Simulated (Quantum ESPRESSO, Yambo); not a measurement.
# ZnWO4 (P2/c): G0W0 with Yambo, start to end, part 2 of 3

Wanted: ground state, empty states, screening and self-energy for ZnWO4 (P2/c).

Quantum ESPRESSO 7.5 and Yambo 5.3.0; LDA and many-body steps on it, plane waves. Known limits of the many-body steps: not at the basis limit; d shell near the gap, gap tends to lie low; no spin-orbit coupling; coarse k mesh.

So far. Step 2 (Ground state): The gap is indirect, with the least direct gap 0.015 eV higher.

## 3. Bands along the symmetry lines

Level of this step: DFT, LDA, plane waves, norm-conserving pseudopotentials (Quantum ESPRESSO).

The cheap functional maps the bands first; the places of the edges decide which points the dearer methods must see.

File pw.in:

```
&control
  calculation = 'bands'
  prefix = 'x'
  outdir = 'o'
  pseudo_dir = 'pseudo'
/
&system
  ibrav = 0
  nat = 12
  ntyp = 3
  ecutwfc = 72.0
  nbnd = 64
  force_symmorphic = .true.
/
&electrons
  conv_thr = 1e-9
  electron_maxstep = 80
  diago_full_acc = .true.
  diago_thr_init = 5e-6
/
ATOMIC_SPECIES
  Zn 65.38 Zn.upf
  W 183.84 W.upf
  O 15.999 O.upf
CELL_PARAMETERS angstrom
  4.6986000000 -0.0000000000 0.0000000000
  -0.0000000000 5.7293000000 -0.0000000000
  -0.0529884090 -0.0000000000 4.9364156144
ATOMIC_POSITIONS crystal
  Zn 0.5000000000 0.6783662714 0.2500000000
  Zn 0.5000000000 0.3216337286 0.7500000000
  W 0.0000000000 0.1797176915 0.2500000000
  W 0.0000000000 0.8202823085 0.7500000000
  O 0.2127134037 0.1077526921 0.9345085621
  O 0.7872865928 0.1077526921 0.5654914111
  O 0.7872865928 0.8922473079 0.0654914111
  O 0.2127134037 0.8922473079 0.4345085621
  O 0.2578447892 0.3714211883 0.4017484683
  O 0.7421552072 0.3714211883 0.0982515050
  O 0.7421552072 0.6285788117 0.5982515050
  O 0.2578447892 0.6285788117 0.9017484683
K_POINTS crystal
  81
  0.00000000 0.00000000 0.00000000 1
  0.00000000 0.06250000 0.00000000 1
  0.00000000 0.12500000 0.00000000 1
  0.00000000 0.18750000 0.00000000 1
  0.00000000 0.25000000 0.00000000 1
  0.00000000 0.31250000 0.00000000 1
  0.00000000 0.37500000 0.00000000 1
  0.00000000 0.43750000 0.00000000 1
  0.00000000 0.50000000 0.00000000 1
  0.00000000 0.50000000 0.06250000 1
  0.00000000 0.50000000 0.12500000 1
  0.00000000 0.50000000 0.18750000 1
  0.00000000 0.50000000 0.25000000 1
  0.00000000 0.50000000 0.31250000 1
  0.00000000 0.50000000 0.37500000 1
  0.00000000 0.50000000 0.43750000 1
  0.00000000 0.50000000 0.50000000 1
  0.00000000 0.43750000 0.50000000 1
  0.00000000 0.37500000 0.50000000 1
  0.00000000 0.31250000 0.50000000 1
  0.00000000 0.25000000 0.50000000 1
  0.00000000 0.18750000 0.50000000 1
  0.00000000 0.12500000 0.50000000 1
  0.00000000 0.06250000 0.50000000 1
  0.00000000 0.00000000 0.50000000 1
  0.00000000 0.00000000 0.43750000 1
  0.00000000 0.00000000 0.37500000 1
  0.00000000 0.00000000 0.31250000 1
  0.00000000 0.00000000 0.25000000 1
  0.00000000 0.00000000 0.18750000 1
  0.00000000 0.00000000 0.12500000 1
  0.00000000 0.00000000 0.06250000 1
  0.00000000 0.00000000 0.00000000 1
  -0.06250000 0.00000000 0.06250000 1
  -0.12500000 0.00000000 0.12500000 1
  -0.18750000 0.00000000 0.18750000 1
  -0.25000000 0.00000000 0.25000000 1
  -0.31250000 0.00000000 0.31250000 1
  -0.37500000 0.00000000 0.37500000 1
  -0.43750000 0.00000000 0.43750000 1
  -0.50000000 0.00000000 0.50000000 1
  -0.50000000 0.06250000 0.50000000 1
  -0.50000000 0.12500000 0.50000000 1
  -0.50000000 0.18750000 0.50000000 1
  -0.50000000 0.25000000 0.50000000 1
  -0.50000000 0.31250000 0.50000000 1
  -0.50000000 0.37500000 0.50000000 1
  -0.50000000 0.43750000 0.50000000 1
  -0.50000000 0.50000000 0.50000000 1
  -0.43750000 0.50000000 0.43750000 1
  -0.37500000 0.50000000 0.37500000 1
  -0.31250000 0.50000000 0.31250000 1
  -0.25000000 0.50000000 0.25000000 1
  -0.18750000 0.50000000 0.18750000 1
  -0.12500000 0.50000000 0.12500000 1
  -0.06250000 0.50000000 0.06250000 1
  0.00000000 0.50000000 0.00000000 1
  -0.06250000 0.50000000 0.00000000 1
  -0.12500000 0.50000000 0.00000000 1
  -0.18750000 0.50000000 0.00000000 1
  -0.25000000 0.50000000 0.00000000 1
  -0.31250000 0.50000000 0.00000000 1
  -0.37500000 0.50000000 0.00000000 1
  -0.43750000 0.50000000 0.00000000 1
  -0.50000000 0.50000000 0.00000000 1
  -0.50000000 0.43750000 0.00000000 1
  -0.50000000 0.37500000 0.00000000 1
  -0.50000000 0.31250000 0.00000000 1
  -0.50000000 0.25000000 0.00000000 1
  -0.50000000 0.18750000 0.00000000 1
  -0.50000000 0.12500000 0.00000000 1
  -0.50000000 0.06250000 0.00000000 1
  -0.50000000 0.00000000 0.00000000 1
  -0.43750000 0.00000000 0.00000000 1
  -0.37500000 0.00000000 0.00000000 1
  -0.31250000 0.00000000 0.00000000 1
  -0.25000000 0.00000000 0.00000000 1
  -0.18750000 0.00000000 0.00000000 1
  -0.12500000 0.00000000 0.00000000 1
  -0.06250000 0.00000000 0.00000000 1
  0.00000000 0.00000000 0.00000000 1
```

Launch:

```console
$ OMP_NUM_THREADS=1 mpirun -n 8 pw.x -nk 8 -in pw.in > pw.out
```

The log of the run:

```text
[banner, memory and clock lines left out]
Program PWSCF v.7.5 starts

     Atomic positions and unit cell read from directory:
     o/x.save/

     Message from routine setup:
     using ibrav=0 with symmetry is DISCOURAGED, use correct ibrav instead

     G-vector sticks info

     bravais-lattice index     =            0
     lattice parameter (alat)  =       8.8791  a.u.
     unit-cell volume          =     896.7644 (a.u.)^3
     number of atoms/cell      =           12
     number of atomic types    =            3
     number of electrons       =       116.00
     number of Kohn-Sham states=           64
     kinetic-energy cutoff     =      72.0000  Ry
     charge density cutoff     =     288.0000  Ry
     Exchange-correlation= SLA  PW   NOGX NOGC
                           (   1   4   0   0   0   0   0)

     celldm(1)=   8.879067  celldm(2)=   0.000000  celldm(3)=   0.000000
     celldm(4)=   0.000000  celldm(5)=   0.000000  celldm(6)=   0.000000

     crystal axes: (cart. coord. in units of alat)
               a(1) = (   1.000000  -0.000000   0.000000 )
               a(2) = (  -0.000000   1.219363  -0.000000 )
               a(3) = (  -0.011277  -0.000000   1.050614 )

     reciprocal axes: (cart. coord. in units 2 pi/alat)
               b(1) = (  1.000000  0.000000  0.010734 )
               b(2) = (  0.000000  0.820100  0.000000 )
               b(3) = (  0.000000  0.000000  0.951824 )
     Pseudo is Norm-conserving + core correction, Zval = 20.0
     Generated using ONCVPSP code by D. R. Hamann
     Using radial grid of 1296 points,  6 beta functions with:
     Pseudo is Norm-conserving + core correction, Zval = 14.0
     Generated using ONCVPSP code by D. R. Hamann
     Using radial grid of 1380 points,  8 beta functions with:
     Pseudo is Norm-conserving + core correction, Zval =  6.0
     Generated using ONCVPSP code by D. R. Hamann
     Using radial grid of  926 points,  5 beta functions with:
     Zn               20.00    65.38000     Zn( 1.00)
     W                14.00   183.84000     W ( 1.00)
     O                 6.00    15.99900     O ( 1.00)

      2 Sym. Ops., with inversion, found

   Cartesian axes

     site n.     atom                  positions (alat units)
         1        Zn     tau(   1) = (   0.4971806   0.8271749   0.2626535  )
         2        Zn     tau(   2) = (   0.4915419   0.3921883   0.7879606  )
         3        W      tau(   3) = (  -0.0028194   0.2191411   0.2626535  )
         4        W      tau(   4) = (  -0.0084581   1.0002221   0.7879606  )
         5        O      tau(   5) = (   0.2021745   0.1313897   0.9818079  )
         6        O      tau(   6) = (   0.7809093   0.1313897   0.5941133  )
         7        O      tau(   7) = (   0.7865480   1.0879735   0.0688062  )
[...]
11        O      tau(  11) = (   0.7354084   0.7664659   0.6285315  )
        12        O      tau(  12) = (   0.2476753   0.7664659   0.9473897  )

     number of k points=    81
                       cart. coord. in units 2pi/alat
        k(    1) = (   0.0000000   0.0000000   0.0000000), wk =   0.0246914
        k(    2) = (   0.0000000   0.0512563   0.0000000), wk =   0.0246914
        k(    3) = (   0.0000000   0.1025125   0.0000000), wk =   0.0246914
[...]
[... 69 further rows ...]
        k(   80) = (  -0.0625000   0.0000000  -0.0006709), wk =   0.0246914
        k(   81) = (   0.0000000   0.0000000   0.0000000), wk =   0.0246914

     Dense  grid:    73983 G-vectors     FFT dimensions: (  48,  60,  54)

     The potential is recalculated from file :
     o/x.save/charge-density

     Starting wfcs are   72 randomized atomic wfcs

     Band Structure Calculation

     End of band structure calculation

          k = 0.0000 0.0000 0.0000 (  9239 PWs)   bands (ev):

  -113.1984-113.1983 -67.8216 -67.8209 -67.8130 -67.8120 -67.8060 -67.8058
   -65.0509 -65.0427 -29.4399 -29.3932 -29.3719 -29.3051 -29.2953 -29.2552
    -8.9754  -7.6510  -7.4544  -7.2972  -7.2566  -7.2411  -6.8910  -6.7208
     2.7541   3.0017   3.3031   3.5108   3.7894   3.8911   3.9550   4.1404
[...]
k = 0.0000 0.0513 0.0000 (  9239 PWs)   bands (ev):

  -113.1984-113.1983 -67.8216 -67.8209 -67.8130 -67.8120 -67.8060 -67.8058
[...]
k = 0.0000 0.1025 0.0000 (  9247 PWs)   bands (ev):

  -113.1984-113.1983 -67.8216 -67.8210 -67.8130 -67.8120 -67.8060 -67.8058
[...]
k =-0.0625 0.0000 0.0588 (  9249 PWs)   bands (ev):

[...]
k =-0.1250 0.0000 0.1176 (  9258 PWs)   bands (ev):

[...]
k =-0.1875 0.0000 0.1765 (  9268 PWs)   bands (ev):

[...]
k =-0.1250 0.4101 0.1176 (  9250 PWs)   bands (ev):

[...]
k =-0.0625 0.4101 0.0588 (  9252 PWs)   bands (ev):

[...]
k = 0.0000 0.4101 0.0000 (  9254 PWs)   bands (ev):

[...]
k =-0.0625 0.4101-0.0007 (  9256 PWs)   bands (ev):

[...]
k =-0.1250 0.4101-0.0013 (  9258 PWs)   bands (ev):

[...]
k =-0.1875 0.4101-0.0020 (  9250 PWs)   bands (ev):

[...]
k =-0.1250 0.0000-0.0013 (  9275 PWs)   bands (ev):

[...]
k =-0.0625 0.0000-0.0007 (  9236 PWs)   bands (ev):

  -113.1984-113.1983 -67.8216 -67.8209 -67.8130 -67.8120 -67.8060 -67.8058
[...]
k = 0.0000 0.0000 0.0000 (  9239 PWs)   bands (ev):

  -113.1984-113.1983 -67.8216 -67.8209 -67.8130 -67.8120 -67.8060 -67.8058
[...]
7.1924   7.3493   7.6374   7.8957   8.0341   8.2066   8.3390   8.6779
     8.7793   8.8234  12.5046  12.8981  12.9198  12.9260  13.6718  13.8669

     XML data file, pseudopotentials, collected wavefunctions
```

It took 32 s on 8 MPI ranks of Arm Neoverse V2, shared host; peak memory 1.1 GiB; 4.3 min of CPU time.

Numbers from this step:

- gap: 2.919 eV
- k of the valence top: -0.3125, 0, 0.3125
- k of the conduction bottom: 0, 0.5, 0
- least direct gap: 2.942 eV

The gap is 2.919 eV, −0.007 eV from the run before at this level.

Electronic bands along the path, in eV, zero at the top of the highest filled band:

| point | band 55 | band 56 | band 57 | band 58 | band 59 | band 60 | band 61 | band 62 |
| --- | --- | --- | --- | --- | --- | --- | --- | --- |
| Γ | -0.73 | -0.39 | -0.29 | -0.24 | 3.44 | 3.83 | 3.85 | 3.86 |
| Z | -0.66 | -0.51 | -0.49 | -0.02 | 2.92 | 3.83 | 4.01 | 4.11 |
| D | -0.62 | -0.62 | -0.27 | -0.27 | 3.34 | 3.34 | 4.05 | 4.05 |
| B | -0.51 | -0.51 | -0.13 | -0.13 | 3.40 | 3.40 | 3.87 | 3.87 |
| Γ | -0.73 | -0.39 | -0.29 | -0.24 | 3.44 | 3.83 | 3.85 | 3.86 |
| A | -0.43 | -0.43 | -0.17 | -0.17 | 3.71 | 3.71 | 3.89 | 3.89 |
| E | -0.87 | -0.87 | -0.31 | -0.31 | 3.65 | 3.65 | 3.92 | 3.92 |
| Z | -0.66 | -0.51 | -0.49 | -0.02 | 2.92 | 3.83 | 4.01 | 4.11 |
| C2 | -0.70 | -0.65 | -0.45 | -0.24 | 3.48 | 3.76 | 3.84 | 4.18 |
| Y2 | -0.43 | -0.34 | -0.19 | -0.17 | 3.60 | 3.63 | 3.68 | 4.14 |
| Γ | -0.73 | -0.39 | -0.29 | -0.24 | 3.44 | 3.83 | 3.85 | 3.86 |

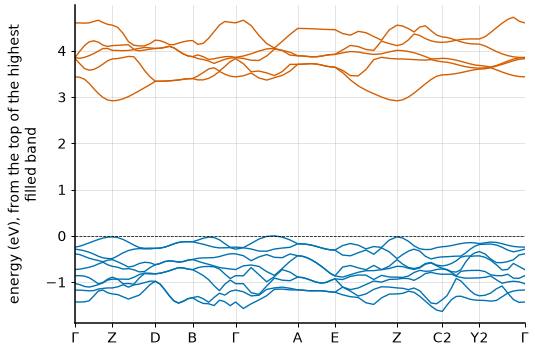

Electronic bands along the path; lines of filled and empty bands in two colours.

## 4. Empty states on the mesh, 4×2×4 mesh, 198 bands

The sums over transitions need many empty states on a uniform mesh; this step solves for them.

File pw.in:

```
&control
  calculation = 'nscf'
  prefix = 'x'
  outdir = 'o'
  pseudo_dir = 'pseudo'
/
&system
  ibrav = 0
  nat = 12
  ntyp = 3
  ecutwfc = 72.0
  nbnd = 198
  force_symmorphic = .true.
/
&electrons
  conv_thr = 1e-9
  electron_maxstep = 80
  diago_full_acc = .true.
  diago_thr_init = 5e-6
/
ATOMIC_SPECIES
  Zn 65.38 Zn.upf
  W 183.84 W.upf
  O 15.999 O.upf
CELL_PARAMETERS angstrom
  4.6986000000 -0.0000000000 0.0000000000
  -0.0000000000 5.7293000000 -0.0000000000
  -0.0529884090 -0.0000000000 4.9364156144
ATOMIC_POSITIONS crystal
  Zn 0.5000000000 0.6783662714 0.2500000000
  Zn 0.5000000000 0.3216337286 0.7500000000
  W 0.0000000000 0.1797176915 0.2500000000
  W 0.0000000000 0.8202823085 0.7500000000
  O 0.2127134037 0.1077526921 0.9345085621
  O 0.7872865928 0.1077526921 0.5654914111
  O 0.7872865928 0.8922473079 0.0654914111
  O 0.2127134037 0.8922473079 0.4345085621
  O 0.2578447892 0.3714211883 0.4017484683
  O 0.7421552072 0.3714211883 0.0982515050
  O 0.7421552072 0.6285788117 0.5982515050
  O 0.2578447892 0.6285788117 0.9017484683
K_POINTS automatic
  4 2 4 0 0 0
```

Launch:

```console
$ OMP_NUM_THREADS=1 mpirun -n 8 pw.x -nk 4 -in pw.in > pw.out
```

The log of the run:

```text
[banner, memory and clock lines left out]
Program PWSCF v.7.5 starts

     Atomic positions and unit cell read from directory:
     o/x.save/

     Message from routine setup:
     using ibrav=0 with symmetry is DISCOURAGED, use correct ibrav instead

     bravais-lattice index     =            0
     lattice parameter (alat)  =       8.8791  a.u.
     unit-cell volume          =     896.7644 (a.u.)^3
     number of atoms/cell      =           12
     number of atomic types    =            3
     number of electrons       =       116.00
     number of Kohn-Sham states=          198
     kinetic-energy cutoff     =      72.0000  Ry
     charge density cutoff     =     288.0000  Ry
     Exchange-correlation= SLA  PW   NOGX NOGC
                           (   1   4   0   0   0   0   0)

     celldm(1)=   8.879067  celldm(2)=   0.000000  celldm(3)=   0.000000
     celldm(4)=   0.000000  celldm(5)=   0.000000  celldm(6)=   0.000000

     crystal axes: (cart. coord. in units of alat)
               a(1) = (   1.000000  -0.000000   0.000000 )
               a(2) = (  -0.000000   1.219363  -0.000000 )
               a(3) = (  -0.011277  -0.000000   1.050614 )

     reciprocal axes: (cart. coord. in units 2 pi/alat)
               b(1) = (  1.000000  0.000000  0.010734 )
               b(2) = (  0.000000  0.820100  0.000000 )
               b(3) = (  0.000000  0.000000  0.951824 )
     Pseudo is Norm-conserving + core correction, Zval = 20.0
     Generated using ONCVPSP code by D. R. Hamann
     Using radial grid of 1296 points,  6 beta functions with:
     Pseudo is Norm-conserving + core correction, Zval = 14.0
     Generated using ONCVPSP code by D. R. Hamann
     Using radial grid of 1380 points,  8 beta functions with:
     Pseudo is Norm-conserving + core correction, Zval =  6.0
     Generated using ONCVPSP code by D. R. Hamann
     Using radial grid of  926 points,  5 beta functions with:
     Zn               20.00    65.38000     Zn( 1.00)
     W                14.00   183.84000     W ( 1.00)
     O                 6.00    15.99900     O ( 1.00)

      2 Sym. Ops., with inversion, found

   Cartesian axes

     site n.     atom                  positions (alat units)
         1        Zn     tau(   1) = (   0.4971806   0.8271749   0.2626535  )
         2        Zn     tau(   2) = (   0.4915419   0.3921883   0.7879606  )
         3        W      tau(   3) = (  -0.0028194   0.2191411   0.2626535  )
         4        W      tau(   4) = (  -0.0084581   1.0002221   0.7879606  )
         5        O      tau(   5) = (   0.2021745   0.1313897   0.9818079  )
         6        O      tau(   6) = (   0.7809093   0.1313897   0.5941133  )
         7        O      tau(   7) = (   0.7865480   1.0879735   0.0688062  )
[...]
11        O      tau(  11) = (   0.7354084   0.7664659   0.6285315  )
        12        O      tau(  12) = (   0.2476753   0.7664659   0.9473897  )

     number of k points=    20
                       cart. coord. in units 2pi/alat
        k(    1) = (   0.0000000   0.0000000   0.0000000), wk =   0.0625000
        k(    2) = (   0.0000000   0.0000000   0.2379561), wk =   0.1250000
        k(    3) = (   0.0000000   0.0000000  -0.4759121), wk =   0.0625000
[...]
[... 8 further rows ...]
        k(   19) = (  -0.5000000  -0.4100501   0.2325890), wk =   0.1250000
        k(   20) = (  -0.5000000  -0.4100501  -0.4812792), wk =   0.0625000

     Dense  grid:    73983 G-vectors     FFT dimensions: (  48,  60,  54)

     The potential is recalculated from file :
     o/x.save/charge-density

     Starting wfcs are   72 randomized atomic wfcs +  126 random wfcs

     Band Structure Calculation

     End of band structure calculation

          k = 0.0000 0.0000 0.0000 (  9239 PWs)   bands (ev):

  -113.1984-113.1983 -67.8216 -67.8209 -67.8130 -67.8120 -67.8060 -67.8058
   -65.0509 -65.0427 -29.4399 -29.3932 -29.3719 -29.3051 -29.2953 -29.2552
    -8.9755  -7.6510  -7.4544  -7.2972  -7.2566  -7.2411  -6.8910  -6.7208
     2.7541   3.0017   3.3031   3.5108   3.7894   3.8911   3.9550   4.1404
[...]
[... 13 further rows ...]
[...]
61.4863  62.5795  62.5908  62.9112  63.2648  63.5488

          k = 0.0000 0.0000 0.2380 (  9239 PWs)   bands (ev):

  -113.1984-113.1984 -67.8215 -67.8211 -67.8128 -67.8122 -67.8060 -67.8058
[...]
[... 13 further rows ...]
[...]
62.1294  62.3636  62.3973  62.6658  62.9235  63.4869

          k = 0.0000 0.0000-0.4759 (  9224 PWs)   bands (ev):

  -113.1984-113.1984 -67.8213 -67.8213 -67.8124 -67.8124 -67.8059 -67.8059
[...]
20.4507  20.4507  21.5078  21.5078  21.8200  21.8200  23.7725  23.7725
     [... 13 further rows ...]
    59.7552  59.7552  60.5268  60.5268  61.2270  61.2270  61.6663  61.6663
    62.1888  62.1888  63.2169  63.2169  63.7703  63.7705

          k = 0.0000-0.4101 0.0000 (  9254 PWs)   bands (ev):

     [... further k-points ...]

     highest occupied, lowest unoccupied level (ev):     9.0547   11.9868

     XML data file, pseudopotentials, collected wavefunctions
```

Run time: 58 s. Hardware: 8 MPI ranks; peak memory 1.1 GiB; 7.7 min of CPU time.

This step gave:

| Quantity | Value |
| --- | --- |
| gap | 2.932 eV |
| k of the valence top | 0.25, 0, -0.25 |
| k of the conduction bottom | 0, -0.5, 0 |
| least direct gap | 2.942 eV |
| k points computed | 20 |
| lowest point of the top converged band, above the valence top | 53.6272 eV |

On this mesh the gap is 2.932 eV.

(Part 2 of 3 ends here.)

[Paths, hosts, dates, memory and timing lines, banners, echoed tables and standing remarks are left out of the program output.]

[Logs are printed without paths, hosts, clocks, repeated set-up lines and the standing remarks that a program may print on its own settings, such as how far it seeks lower states.]

[Runs of the session that timed out or met a known fault of the program may be left out.]

[Hosts, paths, dates, database ids (printed as entryN), source tags and the programs' standing remarks are cut or masked in the printed files.]
